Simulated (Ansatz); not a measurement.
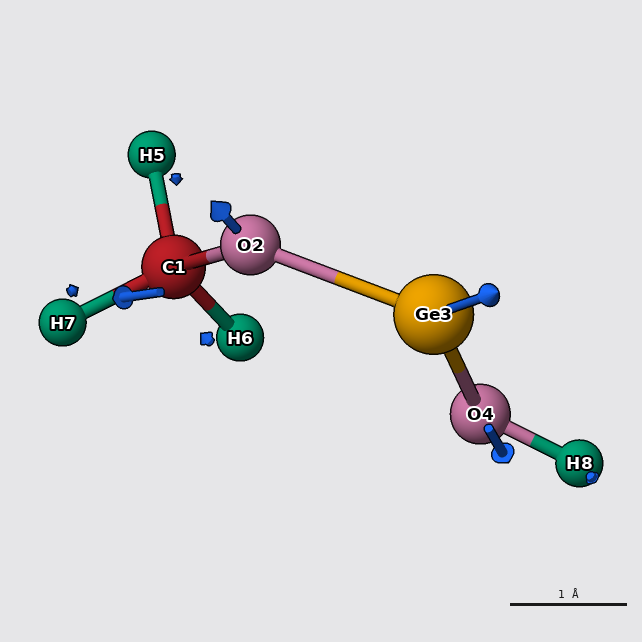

Arrows show the forces on the atoms, 2 Å of arrow for 1 eV/Å; forces under a tenth of the largest aren't drawn. Level of theory: B3LYP-D4/def2-TZVPP (Ansatz 0.2.0).

Question: On which atom is the force largest, and how large is it?

Answer: On Ge3: 0.48 eV/Å.

Question: Along which bond is the force strongest?

Answer: Ge3–O4, now 1.800 Å: the forces push its atoms apart, so a first step downhill lengthens it.

List the force components in the frame of the picture (x right, y up, z towards the viewer), in eV/Å.

```
atom     Fx     Fy     Fz
  C1  −0.21  −0.03  −0.32
  O2  −0.11   0.13   0.16
 Ge3   0.21   0.07   0.42
  O4   0.09  −0.15  −0.25
  H5   0.00  −0.05   0.01
  H6  −0.05   0.04   0.04
  H7   0.04   0.02  −0.02
  H8   0.03  −0.03  −0.04
```
